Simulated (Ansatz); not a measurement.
A series of calculations on CH7SSi

**1. Relaxation**

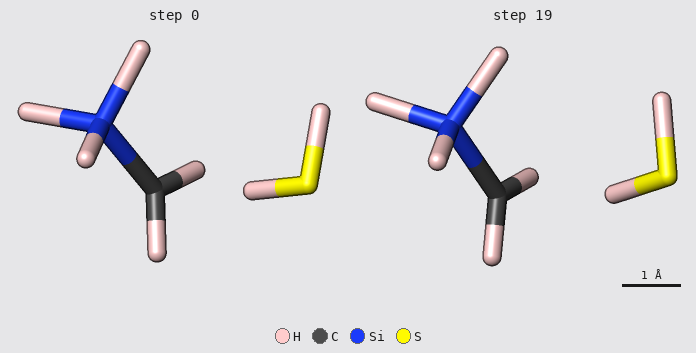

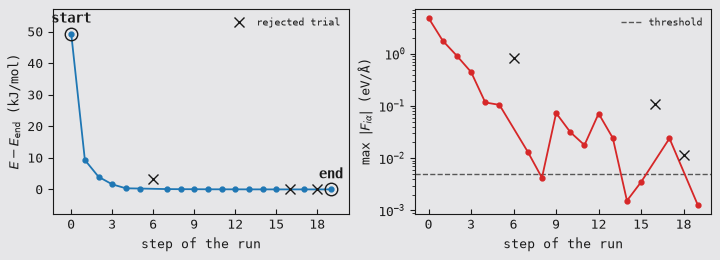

First and last geometry of a relaxation of CH₇SSi (multiplicity 2) (started from a transition state, displaced along its imaginary mode), with the history of the run. A stick model, seen from a free direction.

These are results of UKS PBE0-D4/def2-TZVP (Ansatz 0.2.0), not measurements. (force threshold 0.005 eV/Å; at most 200 steps)

Question: Read the history and describe the run.

Answer: It converged. The energy falls by 49.4 kJ/mol in 16 accepted moves (19 points after the start). Largest force component: 4.8 eV/Å at the start, 0.0013 eV/Å at the end. The line search rejected the trial steps at points 6, 16, 18 of the run. The forces were under the threshold at step 8, but the run went on from there. The largest move after the best rigid fit is that of an H atom, 0.40 Å. By element the largest moves are H 0.40 Å, S 0.31 Å, C 0.15 Å, Si 0.06 Å. Near-neighbour distances that change, for instance: H–S 1.193 → 1.347 Å, C–H 1.107 → 1.086 Å, C–Si 1.839 → 1.844 Å. Among the angles between lasting bonds that change: C–Si–H 104.8° → 110.5°, C–Si–H 112.2° → 110.1°. The run took roughly 3 core-minutes on a shared host.

```tsv
step	E − E(0), kJ/mol	largest force component, eV/Å	note
0	0.00	4.8280	
1	-40.03	1.7780	
2	-45.36	0.9114	
3	-47.75	0.4465	
4	-49.01	0.1169	
5	-49.08	0.1051	
6	-46.10	0.8328	rejected
7	-49.25	0.0133	
8	-49.29	0.0042	
9	-49.29	0.0733	
10	-49.32	0.0316	
11	-49.33	0.0178	
12	-49.33	0.0716	
13	-49.34	0.0244	
14	-49.35	0.0015	
15	-49.35	0.0035	
16	-49.33	0.1083	rejected
17	-49.36	0.0240	
18	-49.35	0.0118	rejected
19	-49.36	0.0013
```

**2. Relaxation**

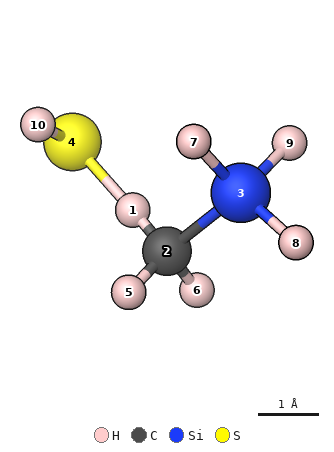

Starting structure of CH7SSi (multiplicity 2) (started from a transition state, displaced along its imaginary mode). Style: ball-and-stick. Shown at a tilt.

Computed with Ansatz 0.2.0, UKS PBE0-D4/def2-TZVP.

Input file:
```yaml
crystal:
  periodic: [false, false, false]
  atoms:
    - {symbol: H, position_ang: [-0.890066, -0.046877, -0.595046]}
    - {symbol: C, position_ang: [-0.627066, 0.596492, 0.143626]}
    - {symbol: Si, position_ang: [0.942872, -0.117893, 0.934072]}
    - {symbol: S, position_ang: [-1.320823, -1.089466, -1.875064]}
    - {symbol: H, position_ang: [-0.473234, 1.625993, -0.273786]}
    - {symbol: H, position_ang: [-1.474570, 0.689938, 0.872187]}
    - {symbol: H, position_ang: [1.956323, -0.245339, -0.141504]}
    - {symbol: H, position_ang: [1.533658, 0.710721, 2.030804]}
    - {symbol: H, position_ang: [0.608526, -1.451950, 1.486555]}
    - {symbol: H, position_ang: [-0.255420, -0.671620, -2.581942]}
basis:
  gaussian: {orbitals: def2-TZVP}
magnetization: {spin_polarized: true, initial_magnetization: 1}
hamiltonian: {xc: pbe0, dispersion: d4}
relax: {f_tol: 0.005, max_steps: 200}
```

What does the optimiser find from here?

H10 moves most after the best rigid fit: 1.74 Å. By element the largest moves are H 1.74 Å, S 1.07 Å, C 0.66 Å, Si 0.51 Å. Some distances before and after: H1–S4 1.706 → 3.401 Å, C2–S4 2.720 → 3.819 Å, Si3–S4 3.736 → 3.294 Å, H1–C2 1.014 → 1.091 Å. Bonds break: H1–S4 (1.71 → 3.40 Å). Among the angles between lasting bonds that change: C2–Si3–H7 107.2° → 112.1°, H1–C2–Si3 106.2° → 110.2°, C2–Si3–H8 115.1° → 111.6°. The energy falls by 73.0 kJ/mol in 30 accepted moves (33 points after the start). The largest force component goes from 4.3 to 0.0021 eV/Å. The line search rejected the trial steps at points 27, 29, 32 of the run.

History of the run:

```
step  E − E(0), kJ/mol  largest force component, eV/Å      note
   0              0.00                         4.3470          
   1            -47.94                         1.0060          
   2            -57.99                         0.3521          
   3            -63.11                         0.1827          
   4            -64.76                         0.1661          
   5            -65.31                         0.1605          
   6            -65.53                         0.2260          
   7            -66.52                         0.1535          
   8            -66.75                         0.0886          
   9            -66.93                         0.0300          
  10            -67.37                         0.1119          
  11            -67.65                         0.1647          
  12            -68.02                         0.1108          
  14            -68.57                         0.0743          
  15            -68.74                         0.1268          
  16            -68.94                         0.1194          
  17            -69.18                         0.1831          
  18            -69.50                         0.1805          
  20            -70.60                         0.2678          
  21            -71.75                         0.2455          
  22            -72.23                         0.2666          
  23            -72.68                         0.1364          
  25            -72.90                         0.1110          
  26            -72.91                         0.1056          
  27            -69.24                         1.1360  rejected
  28            -72.96                         0.0063          
  29            -72.96                         0.0931  rejected
  31            -72.98                         0.0261          
  32            -72.98                         0.0228  rejected
  33            -72.98                         0.0021
```

The structure at the end:

```xyz
10

H    -1.1708    1.1840   -0.5315
C    -0.7126    1.1675    0.4590
Si    0.7167   -0.0283    0.4876
S    -0.7932   -1.9953   -1.6800
H    -0.3746    2.1772    0.7037
H    -1.4743    0.8779    1.1861
H     1.7524    0.3142   -0.5214
H     1.3565   -0.0869    1.8311
H     0.2332   -1.4311    0.1754
H     0.4669   -2.1792   -2.1100
```

After the run, drawn alike:

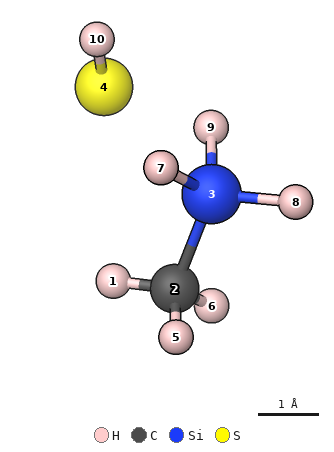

**3. Reaction**

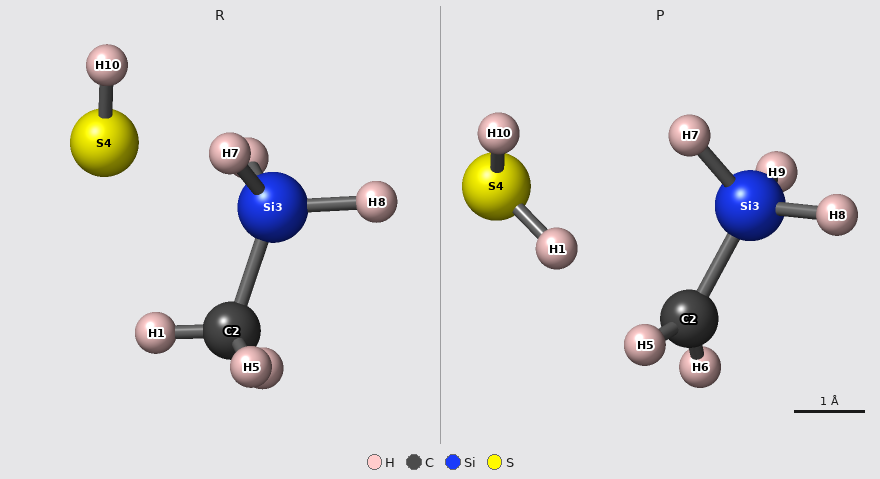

Reactant (R) and product (P) of one elementary step of CH₇SSi (multiplicity 2). The picture is a ball-and-stick view, seen at a tilt.

Stationary points at PBE0-D4/def2-TZVP, single-point energies with CCSD(T)/CBS, CAM-B3LYP-D4, RPA@PBE, B2PLYP, B3LYP-D4, wB97X-V (def2-TZVPP where no basis is named; Ansatz 0.2.0). The energies are electronic, without zero-point or thermal terms, and both ends are the minima reached downhill from the saddle, with any fragments still in contact. CCSD(T)/CBS stands for a frozen-core estimate: MP2 correlation extrapolated from def2-TZVPP and def2-QZVPP, CCSD(T) minus MP2 from the smaller set.

R:
```xyz
10

H    -1.1799    1.1736   -0.5343
C    -0.7192    1.1650    0.4551
Si    0.7180   -0.0212    0.4860
S    -0.7840   -2.0086   -1.6685
H    -0.3873    2.1780    0.6941
H    -1.4772    0.8738    1.1854
H     1.7490    0.3233   -0.5272
H     1.3614   -0.0691    1.8282
H     0.2431   -1.4287    0.1817
H     0.4763   -2.1862   -2.1006
```

P:
```xyz
10

H    -1.2256   -0.3857   -1.2158
C    -0.5420    1.0053    0.6499
Si    0.9393   -0.0440    0.9741
S    -1.2485   -1.3185   -2.1878
H    -0.5062    1.8847    0.0138
H    -1.4916    0.8467    1.1516
H     1.7580   -0.1675   -0.2618
H     1.7981    0.5745    2.0251
H     0.5258   -1.3922    1.4379
H    -0.0072   -1.0034   -2.5871
```

Question: What is the transition state like, and how high is the barrier?

Answer: Counted by bonded pieces, R holds CH₆Si + SH and P holds CH₅Si + H₂S. From R over the saddle to P, a bond forms: H1–S4 (3.40 → 1.45 → 1.35 Å). A bond breaks: H1–C2 (1.09 → 1.58 → 2.43 Å). The saddle has one imaginary mode, 554i cm⁻¹. With CCSD(T)/CBS the barrier is 69.4 kJ/mol from R and 20.8 kJ/mol from P, and P lies 48.6 kJ/mol above R. By Pauling bond orders of the changing bonds the saddle lies closer to P, the higher end, as Hammond's postulate suggests.

```csv
level,barrier from R (kJ/mol),barrier from P (kJ/mol),P less R (kJ/mol)
CCSD(T)/CBS,69.4,20.8,48.6
CAM-B3LYP-D4,70.0,16.9,53.1
RPA@PBE,71.5,22.2,49.3
B2PLYP,69.5,17.6,51.9
B3LYP-D4,64.8,10.8,54.0
wB97X-V,71.5,18.5,52.9
```

Against CCSD(T)/CBS, B2PLYP comes closest on the barrier from R (+0.1 kJ/mol) and B3LYP-D4 misses most (−4.6 kJ/mol).

Saddle geometry:

```xyz
10

H    -0.9840   -0.2388   -0.8056
C    -0.5599    0.7617    0.3375
Si    0.9583   -0.1017    0.9604
S    -1.3184   -1.1156   -1.9096
H    -0.4751    1.6585   -0.2712
H    -1.4927    0.7071    0.8942
H     1.9443   -0.2356   -0.1422
H     1.5831    0.6916    2.0573
H     0.5996   -1.4423    1.4850
H    -0.2548   -0.6850   -2.6059
```

The saddle point in the same view, with dashed sticks for the bonds that form or break:

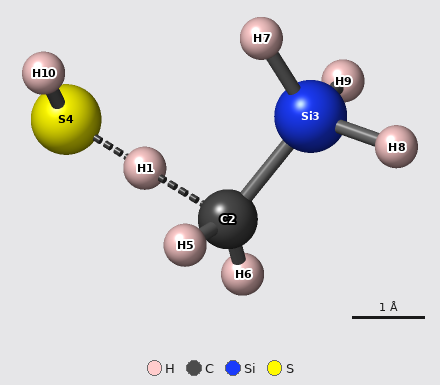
